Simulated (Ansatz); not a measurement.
# Br₂FHOSi: from a rough start to a minimum

The task is to find a stationary geometry of Br₂FHOSi, then compute its harmonic vibrations to see whether it is a minimum and to get the zero-point energy and entropy.

The runs use Ansatz 0.2.0, Gaussian basis; RKS PBE0-D4/def2-TZVP.

Plan: relaxation at PBE-D4/def2-SVP; relaxation at PBE0-D4/def2-TZVP; harmonic vibrations at the same level.

1 further run of the same task is left out (set aside as unsound or not needed).

**1. The starting structure**

6 atoms, charge 0, spin multiplicity 1.

Atoms are counted from 1 here; the program's logs count them from 0.

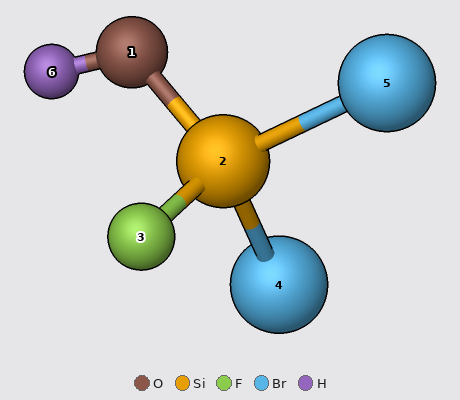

The starting geometry (oxygen brown, silicon amber, fluorine green, bromine blue, hydrogen purple); atoms are numbered from 1 in the order of the file.

Geometry (Å):

```xyz
6
Br2FHOSi
O    -0.5757    0.2254    1.1890
Si    0.1554    0.0541   -0.2648
F     1.4709   -0.7502    0.0318
Br   -1.0573   -1.1202   -1.5974
Br    0.6215    2.0057   -1.1721
H    -0.5727   -0.4789    1.7674
```

The start is a force-field geometry with small random shifts, so a cheaper pass at PBE-D4/def2-SVP comes first.

**2. Relaxation at PBE-D4/def2-SVP (cheap first pass)**

in.yaml

```yaml
crystal:
  periodic: [false, false, false]
  atoms:
    - {symbol: O, position_ang: [-0.575700, 0.225400, 1.189000]}
    - {symbol: Si, position_ang: [0.155400, 0.054100, -0.264800]}
    - {symbol: F, position_ang: [1.470900, -0.750200, 0.031800]}
    - {symbol: Br, position_ang: [-1.057300, -1.120200, -1.597400]}
    - {symbol: Br, position_ang: [0.621500, 2.005700, -1.172100]}
    - {symbol: H, position_ang: [-0.572700, -0.478900, 1.767400]}
basis:
  gaussian: {orbitals: def2-SVP}
hamiltonian: {xc: pbe, dispersion: d4}
relax: {f_tol: 0.03, max_steps: 200}
```

On the command line:

```bash
> ansatz run in.yaml --threads 4 --pin off --events-out ev --progress --plain --max-ram 10444MiB
```

Output, shortened:

```text
Functional definition: PBE
  name "PBE"
  cite "Perdew, Burke & Ernzerhof, Phys. Rev. Lett. 77, 3865 (1996) doi:10.1103/PhysRevLett.77.3865"
  parent pbe
[...]
1235 factors; their error is unknown
[...]
mean field -152702.67745860 eV, -5611.7198910111 hartree, gradient 5.8e-5 eV, S^2 0.000000; 0 other end points of the search recorded, 0 dependent functions left out
[...]
reference -152702.67748864 eV, -5611.7198921153 hartree; 51, 51 occupied and 64, 64 virtual orbitals, 1235 factors
relax step   1: F+E_penalty+E_count = -152702.89532588 eV  Δ(F+E_penalty+E_count) = +0.000e0 eV  max|allowed force component| = 3.417e0 eV/Å  Δτ_max = 0.0000 Å  (26 SCF iters, accepted)
[...]
relax step   4: F+E_penalty+E_count = -152703.14776987 eV  Δ(F+E_penalty+E_count) = -5.722e-3 eV  max|allowed force component| = 1.453e-1 eV/Å  Δτ_max = 0.0222 Å  (26 SCF iters, accepted)
[...]
relax step   7: F+E_penalty+E_count = -152703.15525723 eV  Δ(F+E_penalty+E_count) = -2.163e-3 eV  max|allowed force component| = 3.255e-1 eV/Å  Δτ_max = 0.0740 Å  (27 SCF iters, accepted)
[...]
relax step  10: F+E_penalty+E_count = -152703.15914304 eV  Δ(F+E_penalty+E_count) = -1.056e-3 eV  max|allowed force component| = 5.839e-2 eV/Å  Δτ_max = 0.0240 Å  (26 SCF iters, accepted)
[...]
relax step  13: F+E_penalty+E_count = -152703.16045646 eV  Δ(F+E_penalty+E_count) = +5.047e-5 eV  max|allowed force component| = 6.816e-2 eV/Å  Δτ_max = 0.0031 Å  (27 SCF iters, rejected (line search))
[...]
relax step  14: F+E_penalty+E_count = -152703.16056898 eV  Δ(F+E_penalty+E_count) = -6.205e-5 eV  max|allowed force component| = 1.834e-2 eV/Å  Δτ_max = 0.0015 Å  (23 SCF iters, accepted)
1235 factors; their error is unknown
[...]
mean field -152702.94510687 eV, -5611.7297269038 hartree, gradient 7.0e-6 eV, S^2 0.000000; 1 other end points of the search recorded, 0 dependent functions left out
[...]
reference -152702.94513668 eV, -5611.7297279992 hartree; 51, 51 occupied and 64, 64 virtual orbitals, 1235 factors
Total energy: -152703.16059879 eV, -5611.7376460855 hartree
Atom 0 at    -0.455132     0.300710     1.255937 Å, force     0.002440    -0.001026    -0.005843 eV/Å
Atom 1 at     0.209605     0.047374    -0.234463 Å, force     0.018344    -0.008877     0.007632 eV/Å
Atom 2 at     1.620694    -0.751747    -0.105363 Å, force    -0.015849     0.008787    -0.005053 eV/Å
Atom 3 at    -1.100120    -1.192896    -1.526291 Å, force    -0.000154    -0.001473     0.001335 eV/Å
Atom 4 at     0.598733     2.020500    -1.123591 Å, force    -0.000124     0.002383    -0.000034 eV/Å
Atom 5 at    -0.831681    -0.488040     1.687670 Å, force    -0.004657     0.000205     0.001963 eV/Å
Dipole moment:    -0.230091    -0.168998     0.197765 e Å
```

Run time: 16 s. Hardware: 4 threads of Arm Neoverse V2, shared host.

Relaxation path:

```tsv
step	energy from step 1 (eV)	largest force component (eV/Å)
1	0.0000	3.4167
2	-0.2100	0.9941
3	-0.2467	0.3201
4	-0.2524	0.1453
5	-0.2554	0.1403
6	-0.2578	0.1550
7	-0.2599	0.3255
8	-0.2621	0.1186
9	-0.2628	0.2160
10	-0.2638	0.0584
11	-0.2647	0.0399
12	-0.2652	0.0480
13	-0.2651	0.0682
14	-0.2652	0.0183
```

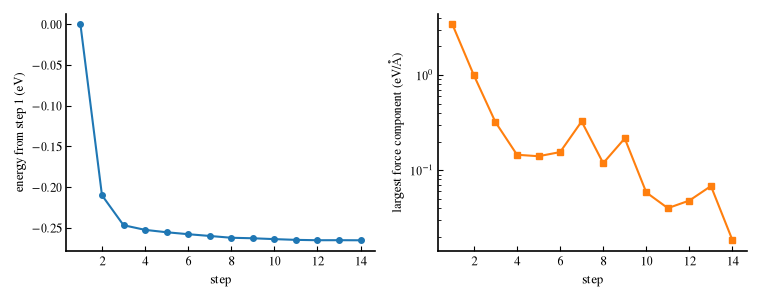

Energy and force, step by step.

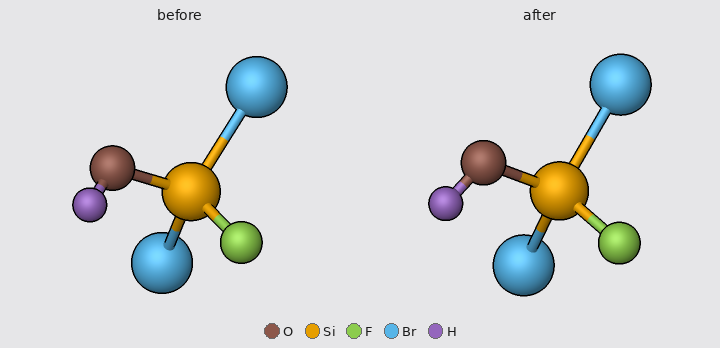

The geometry before (left) and after (right).

Distances of close pairs at the start and the end, largest changes first:

```tsv
bond	before (Å)	after (Å)	change (Å)
Si2–Br4	2.151	2.219	+0.068
O1–H6	0.911	0.975	+0.063
Si2–F3	1.570	1.627	+0.057
O1–Si2	1.636	1.651	+0.015
Si2–Br5	2.202	2.199	-0.003
```

**3. Relaxation at PBE0-D4/def2-TZVP**

in.yaml

```yaml
crystal:
  periodic: [false, false, false]
  atoms:
    - {symbol: O, position_ang: [-0.455132, 0.300710, 1.255937]}
    - {symbol: Si, position_ang: [0.209605, 0.047374, -0.234463]}
    - {symbol: F, position_ang: [1.620694, -0.751747, -0.105363]}
    - {symbol: Br, position_ang: [-1.100120, -1.192896, -1.526291]}
    - {symbol: Br, position_ang: [0.598733, 2.020500, -1.123591]}
    - {symbol: H, position_ang: [-0.831681, -0.488040, 1.687670]}
basis:
  gaussian: {orbitals: def2-TZVP}
hamiltonian: {xc: pbe0, dispersion: d4}
relax: {f_tol: 0.005, max_steps: 150}
```

The command is unchanged.

Output, shortened:

```text
Functional definition: PBE0
  name "PBE0"
  cite "Adamo & Barone, J. Chem. Phys. 110, 6158 (1999) doi:10.1063/1.478522"
  cite "Perdew, Burke & Ernzerhof, Phys. Rev. Lett. 77, 3865 (1996) doi:10.1103/PhysRevLett.77.3865"
  parent pbe
[...]
1445 factors; their error is unknown
[...]
mean field -152734.62076956 eV, -5612.8937860371 hartree, gradient 3.3e-5 eV, S^2 0.000000; 0 other end points of the search recorded, 0 dependent functions left out
[...]
reference -152734.62079572 eV, -5612.8937869983 hartree; 51, 51 occupied and 150, 150 virtual orbitals, 1445 factors
relax step   1: F+E_penalty+E_count = -152734.80462931 eV  Δ(F+E_penalty+E_count) = +0.000e0 eV  max|allowed force component| = 1.312e0 eV/Å  Δτ_max = 0.0000 Å  (28 SCF iters, accepted)
[...]
1445 factors; their error is unknown
[...]
mean field -152734.69472458 eV, -5612.8965038337 hartree, gradient 2.3e-5 eV, S^2 0.000000; 1 other end points of the search recorded, 0 dependent functions left out
[...]
reference -152734.69475057 eV, -5612.8965047889 hartree; 51, 51 occupied and 150, 150 virtual orbitals, 1445 factors
Total energy: -152734.88030184 eV, -5612.9033236723 hartree
Atom 0 at    -0.410982     0.267210     1.241342 Å, force     0.000184    -0.000142    -0.000136 eV/Å
Atom 1 at     0.224575     0.040890    -0.225123 Å, force     0.000385    -0.000271    -0.000162 eV/Å
Atom 2 at     1.605330    -0.722339    -0.132222 Å, force    -0.000573     0.000470    -0.000199 eV/Å
Atom 3 at    -1.088434    -1.189644    -1.482303 Å, force     0.000293     0.000272     0.000426 eV/Å
Atom 4 at     0.592850     2.000016    -1.102145 Å, force    -0.000035    -0.000386     0.000154 eV/Å
Atom 5 at    -0.881240    -0.460232     1.654349 Å, force    -0.000254     0.000057    -0.000082 eV/Å
Dipole moment:    -0.250602    -0.158922     0.185751 e Å
```

Run time: 47 s. Hardware: 4 threads of Arm Neoverse V2, shared host; peak memory 0.7 GiB.

Along the way:

```tsv
step	energy from step 1 (eV)	largest force component (eV/Å)
1	0.0000	1.3120
2	-0.0540	0.7592
3	-0.0722	0.1103
4	-0.0731	0.2495
5	-0.0750	0.0361
6	-0.0752	0.0378
7	-0.0755	0.0126
8	-0.0756	0.0283
9	-0.0756	0.0103
10	-0.0756	0.0054
11	-0.0756	0.0006
```

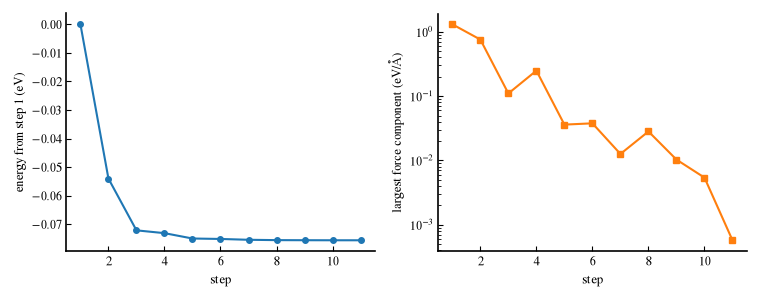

Energy and largest force along the relaxation.

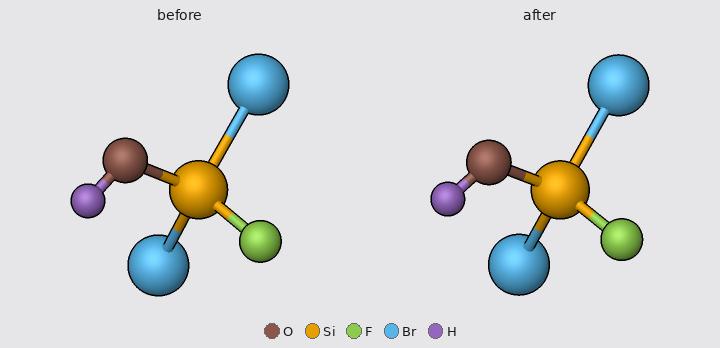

The geometry before (left) and after (right).

Distances of close pairs at the start and the end, largest changes first:

```tsv
bond	before (Å)	after (Å)	change (Å)
Si2–F3	1.627	1.580	-0.046
O1–Si2	1.651	1.614	-0.037
Si2–Br4	2.219	2.195	-0.024
Si2–Br5	2.199	2.178	-0.021
O1–H6	0.975	0.960	-0.015
```

Mulliken charges of the relaxed molecule (report file):

```tsv
atom	value (e)
O1	-0.47
Si2	0.72
F3	-0.26
Br4	-0.18
Br5	-0.15
H6	0.34
```

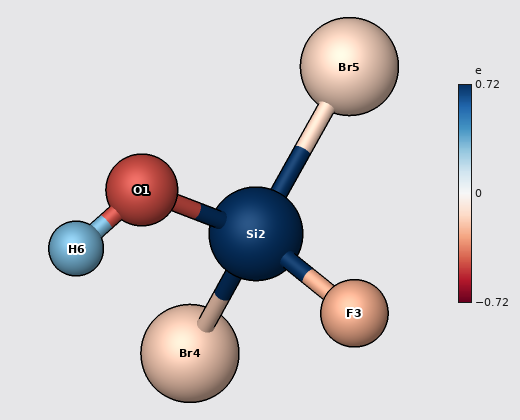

Mulliken charges of the relaxed molecule (report file), as colours on the atoms.

**4. Harmonic vibrations**

in.yaml

```yaml
crystal:
  periodic: [false, false, false]
  atoms:
    - {symbol: O, position_ang: [-0.410982, 0.267210, 1.241342]}
    - {symbol: Si, position_ang: [0.224575, 0.040890, -0.225123]}
    - {symbol: F, position_ang: [1.605330, -0.722339, -0.132222]}
    - {symbol: Br, position_ang: [-1.088434, -1.189644, -1.482303]}
    - {symbol: Br, position_ang: [0.592850, 2.000016, -1.102145]}
    - {symbol: H, position_ang: [-0.881240, -0.460232, 1.654349]}
basis:
  gaussian: {orbitals: def2-TZVP}
hamiltonian: {xc: pbe0, dispersion: d4}
phonons: {temperatures: {t_min: 298.15, t_max: 900, t_step: 200}}
```

Launched as before.

Output, shortened:

```text
Functional definition: PBE0
  name "PBE0"
  cite "Adamo & Barone, J. Chem. Phys. 110, 6158 (1999) doi:10.1063/1.478522"
  cite "Perdew, Burke & Ernzerhof, Phys. Rev. Lett. 77, 3865 (1996) doi:10.1103/PhysRevLett.77.3865"
  parent pbe
[...]
1445 factors; their error is unknown
[...]
mean field -152734.69472345 eV, -5612.8965037924 hartree, gradient 3.0e-5 eV, S^2 0.000000; 0 other end points of the search recorded, 0 dependent functions left out
[...]
reference -152734.69474946 eV, -5612.8965047482 hartree; 51, 51 occupied and 150, 150 virtual orbitals, 1445 factors
[...]
1445 factors; their error is unknown
mean field -152734.69465622 eV, -5612.8965013217 hartree, gradient 1.4e-6 eV, S^2 0.000000; 0 other end points of the search recorded, 0 dependent functions left out
[...]
reference -152734.69470812 eV, -5612.8965032292 hartree; 51, 51 occupied and 150, 150 virtual orbitals, 1445 factors
Total energy: -152734.88030074 eV, -5612.9033236319 hartree
Atom 0 at    -0.410982     0.267210     1.241342 Å, force     0.000166    -0.000164    -0.000114 eV/Å
Atom 1 at     0.224575     0.040890    -0.225123 Å, force     0.000392    -0.000296    -0.000185 eV/Å
Atom 2 at     1.605330    -0.722339    -0.132222 Å, force    -0.000581     0.000479    -0.000195 eV/Å
Atom 3 at    -1.088434    -1.189644    -1.482303 Å, force     0.000294     0.000272     0.000434 eV/Å
Atom 4 at     0.592850     2.000016    -1.102145 Å, force    -0.000028    -0.000368     0.000151 eV/Å
Atom 5 at    -0.881240    -0.460232     1.654349 Å, force    -0.000242     0.000078    -0.000091 eV/Å
Dipole moment:    -0.250602    -0.158921     0.185751 e Å
Vibrations: 108.87 128.70 215.53 235.16 253.00 267.58 416.01 523.34 807.80 897.51 997.90 3908.62 cm⁻¹, zero-point energy 0.543052 eV
```

Run time: 1.9 min. Hardware: 4 threads of Arm Neoverse V2, shared host; peak memory 0.71 GiB.

Motions are named by where the mode's potential energy lies. Wavenumbers, unscaled:

```tsv
mode	cm⁻¹	motion
1	109	bend with torsion
2	129	torsion with bend
3	216	bend with torsion
4	235	bend
5	253	bend with torsion
6	268	bend with Si–Br stretch
7	416	Si–Br stretch with bend
8	523	Si–Br stretch
9	808	bend
10	898	Si–F stretch
11	998	Si–O and Si–F stretch
12	3909	O–H stretch
```

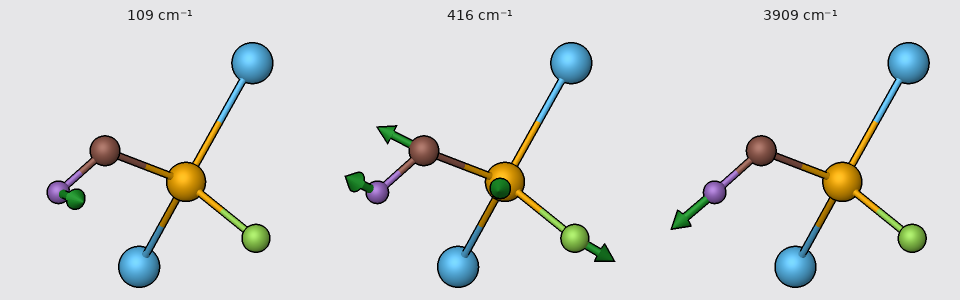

How the atoms move in 3 of the modes.

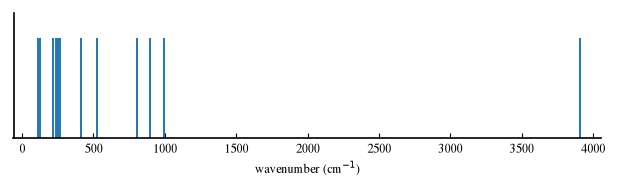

The harmonic wavenumbers as sticks (no intensities were computed).

From these modes and the moments of inertia (298.15 K, 1 bar, symmetry number 1):

```tsv
term	value
zero-point energy	52.4 kJ/mol
H(298) − E	73.0 kJ/mol
entropy, translation	176.3 J/(mol K)
entropy, rotation	124.4 J/(mol K)
entropy, vibration	64.2 J/(mol K)
entropy, total	365.0 J/(mol K)
```

**5. Results**

```
                  quantity            value
               point group               C1
                     steps          14 + 11
shift from the start (rms)          0.190 Å
              total energy  -152734.8803 eV
           dispersion term         -186 meV
             dipole moment           1.68 D
lowest, highest wavenumber   109, 3909 cm⁻¹
         zero-point energy      52.4 kJ/mol
       entropy at 298.15 K  365.0 J/(mol K)
```

**Reading.** The relaxed geometry lies 0.19 Å (rms) from the start; the bond that changed most is O1–H6, from 0.911 to 0.960 Å. No mode is imaginary: a true minimum at this level. The stiffest mode, 3909 cm⁻¹, is an O–H stretch, and 2 modes under 200 cm⁻¹ make the vibrational entropy uncertain. Harmonic hybrid wavenumbers usually lie a few per cent above measured fundamentals. The largest Mulliken charge, +0.72 e, sits on Si2.
